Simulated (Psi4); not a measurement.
## SiHCl₂F: single-point calculation

System: SiHCl₂F, SMILES F[SiH](Cl)Cl.
Method: HF/STO-3G, RHF (Psi4 1.11).

The geometry comes from this level: PBE0-D4/def2-TZVP.

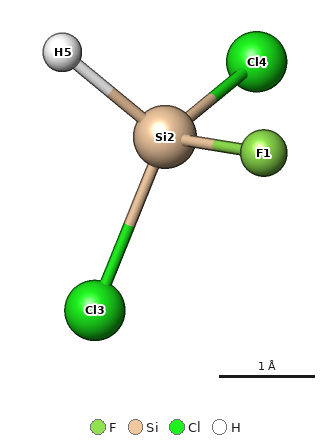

**Figure 1.** The structure as given in the input (ball-and-stick view, seen at an oblique angle; atoms are numbered from 1 in the order of the input). Bond lengths as drawn: Cl–Si 2.02 Å, F–Si 1.58 Å and H–Si 1.47 Å.

Summary

```csv
quantity,value
outcome,converged
total energy,−1293.508771 hartree
basis functions,33
HOMO,−11.17 eV
LUMO,7.70 eV
dipole moment,2.44 D
hardware,"1 thread of Intel Xeon (Sapphire Rapids), 32 GiB of memory available, shared host"
wall time,2 s
peak memory,0.18 GiB
```

Input (job.py)
```python
import psi4

psi4.set_memory(2200000000)
psi4.set_num_threads(1)
psi4.core.set_output_file('psi4.out', False)

m = psi4.geometry("""
F      0.035500    -0.682700     1.466900
Si     0.115700    -0.048400     0.020800
Cl    -0.511900     1.872300     0.131500
Cl    -1.092800    -1.108700    -1.208300
H      1.503300    -0.106100    -0.452400
symmetry c1
no_reorient
no_com
""")

psi4.set_options({
    'puream': True,
    'e_convergence': 1e-09,
    'd_convergence': 1e-08,
    'scf_type': 'pk',
})

result = psi4.energy('hf/STO-3G', molecule=m)
print('E =', round(result, 9))
for k, v in sorted(psi4.core.scalar_variables().items()):
    print(f'{k:45s} {v:18.10f}')
```

Launched with:
```bash
python job.py
```

The program's output
```
=> Loading Basis Set <=

    Name: STO-3G
    Role: ORBITAL
    Keyword: BASIS

         ---------------------------------------------------------
                                   SCF
                              RHF Reference
                        1 Threads,   2098 MiB Core
         ---------------------------------------------------------

  ==> Geometry <==

    Molecular point group: c1
    Full point group: C1

    Geometry (in Angstrom), charge = 0, multiplicity = 1:

       Center              X                  Y                   Z               Mass
    ------------   -----------------  -----------------  -----------------  -----------------
         F            0.035500000000    -0.682700000000     1.466900000000    18.998403162730
         SI           0.115700000000    -0.048400000000     0.020800000000    27.976926534650
         CL          -0.511900000000     1.872300000000     0.131500000000    34.968852682000
         CL          -1.092800000000    -1.108700000000    -1.208300000000    34.968852682000
         H            1.503300000000    -0.106100000000    -0.452400000000     1.007825032230

  Running in c1 symmetry.

  Rotational constants: A =      0.13153  B =      0.07794  C =      0.05671 [cm^-1]
  Rotational constants: A =   3943.13683  B =   2336.55306  C =   1700.15571 [MHz]
  Nuclear repulsion =  281.098498196901915

  Charge       = 0
  Multiplicity = 1
  Electrons    = 58
  Nalpha       = 29
  Nbeta        = 29

  ==> Algorithm <==

  SCF Algorithm Type is PK.
  DIIS enabled.
  MOM disabled.
  Fractional occupation disabled.
  Guess Type is SAD.
  Energy threshold   = 1.00e-09
  Density threshold  = 1.00e-08
  Integral threshold = 1.00e-12

  ==> Primary Basis <==

  Basis Set: STO-3G
    Blend: STO-3G
    Number of shells: 19
    Number of basis functions: 33
    Number of Cartesian functions: 33
    Spherical Harmonics?: true
    Max angular momentum: 1

  ==> Integral Setup <==

  Using in-core PK algorithm.
   Calculation information:
      Number of atoms:                   5
      Number of AO shells:              19
      Number of primitives:             57
      Number of atomic orbitals:        33
      Number of basis functions:        33

      Integral cutoff                 1.00e-12
      Number of threads:                 1

  Performing in-core PK
  Using 315282 doubles for integral storage.
  We computed 13405 shell quartets total.
  Whereas there are 18145 unique shell quartets.

  ==> DiskJK: Disk-Based J/K Matrices <==

    J tasked:                  Yes
    K tasked:                  Yes
    wK tasked:                  No
    Memory [MiB]:             1573
    Schwarz Cutoff:          1E-12

  Minimum eigenvalue in the overlap matrix is 3.0803275956E-01.
  Reciprocal condition number of the overlap matrix is 1.6663845405E-01.
    Using symmetric orthogonalization.

  ==> Pre-Iterations <==

  SCF Guess: Superposition of Atomic Densities via on-the-fly atomic UHF (no occupation information).

   -------------------------
    Irrep   Nso     Nmo
   -------------------------
     A         33      33
   -------------------------
    Total      33      33
   -------------------------

  ==> Iterations <==

                        Total Energy        Delta E     RMS |[F,P]|

   @RHF iter SAD: -1292.03060421448708   -1.29203e+03   0.00000e+00
   @RHF iter   1: -1293.39337565495612   -1.36277e+00   1.03443e-02 ADIIS/DIIS
   @RHF iter   2: -1293.50472721782421   -1.11352e-01   2.14653e-03 ADIIS/DIIS
   @RHF iter   3: -1293.50838578573416   -3.65857e-03   4.59467e-04 ADIIS/DIIS
   @RHF iter   4: -1293.50875036147136   -3.64576e-04   1.03426e-04 ADIIS/DIIS
   @RHF iter   5: -1293.50877045387551   -2.00924e-05   2.03607e-05 DIIS
   @RHF iter   6: -1293.50877119938082   -7.45505e-07   3.34229e-06 DIIS
   @RHF iter   7: -1293.50877121998701   -2.06062e-08   4.05564e-07 DIIS
   @RHF iter   8: -1293.50877122027714   -2.90129e-10   6.59562e-08 DIIS
   @RHF iter   9: -1293.50877122028419   -7.04858e-12   1.90869e-08 DIIS
   @RHF iter  10: -1293.50877122028396    2.27374e-13   2.77763e-09 DIIS
  Energy and wave function converged.

  ==> Post-Iterations <==

    Orbital Energies [Eh]
    ---------------------

    Doubly Occupied:

       1A   -103.682008     2A   -103.681999     3A    -68.186403
       4A    -25.923782     5A    -10.373367     6A    -10.373217
       7A     -7.817262     8A     -7.817067     9A     -7.811468
      10A     -7.811421    11A     -7.811337    12A     -7.811298
      13A     -6.155890    14A     -4.182123    15A     -4.181659
      16A     -4.180116    17A     -1.519599    18A     -1.068711
      19A     -1.029211    20A     -0.701693    21A     -0.580674
      22A     -0.556002    23A     -0.541044    24A     -0.472343
      25A     -0.456384    26A     -0.425155    27A     -0.423370
      28A     -0.410414    29A     -0.410325

    Virtual:

      30A      0.282997    31A      0.371486    32A      0.454154
      33A      0.489890

    Final Occupation by Irrep:
              A
    DOCC [    29 ]
    NA   [    29 ]
    NB   [    29 ]

  @RHF Final Energy: -1293.50877122028396

   => Energetics <=

    Nuclear Repulsion Energy =            281.0984981969019145
    One-Electron Energy =               -2356.4238557516673609
    Two-Electron Energy =                 781.8165863344815989
    Total Energy =                      -1293.5087712202839612

Computation Completed

Properties will be evaluated at   0.000000,   0.000000,   0.000000 [a0]

Properties computed using the SCF density matrix

 Multipole Moments:

 ------------------------------------------------------------------------------------
     Multipole            Electronic (a.u.)      Nuclear  (a.u.)        Total (a.u.)
 ------------------------------------------------------------------------------------

 L = 1.  Multiply by 2.5417464519 to convert [e a0] to [Debye]
 Dipole X            :         45.9514511          -45.0459686            0.9054825
 Dipole Y            :        -11.6998815           11.4388902           -0.2609914
 Dipole Z            :         10.1370308           -9.9488411            0.1881896
 Magnitude           :                                                    0.9609529

 ------------------------------------------------------------------------------------

	total time  =          1 seconds =       0.02 minutes
```

Standard output
```
E = -1293.50877122
CURRENT ENERGY                                  -1293.5087712203
CURRENT REFERENCE ENERGY                        -1293.5087712203
DD SOLVATION ENERGY                                 0.0000000000
HF KINETIC ENERGY                                1272.5958688396
HF POTENTIAL ENERGY                             -2566.1046400599
HF TOTAL ENERGY                                 -1293.5087712203
HF VIRIAL RATIO                                     2.0164332628
NUCLEAR REPULSION ENERGY                          281.0984981969
ONE-ELECTRON ENERGY                             -2356.4238557517
PCM POLARIZATION ENERGY                             0.0000000000
PE ENERGY                                           0.0000000000
SCF ITERATION ENERGY                            -1293.5087712203
SCF ITERATIONS                                     10.0000000000
SCF TOTAL ENERGY                                -1293.5087712203
TWO-ELECTRON ENERGY                               781.8165863345
```

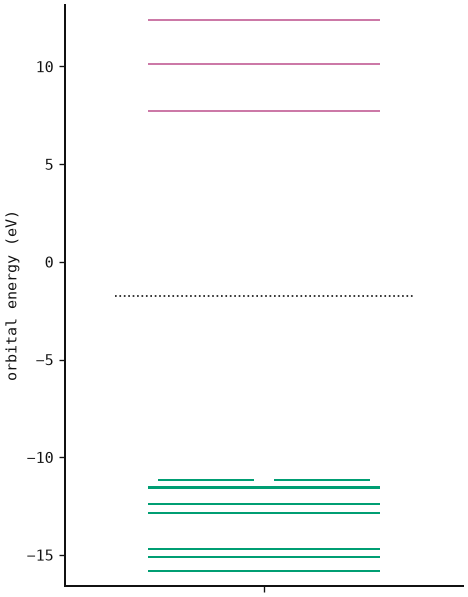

**Figure 2.** Orbital energies near the frontier; the dotted line parts filled from empty levels, and levels within 0.02 eV of each other stand side by side. Highest filled −11.17 eV, lowest empty 7.70 eV, 18.87 eV apart.
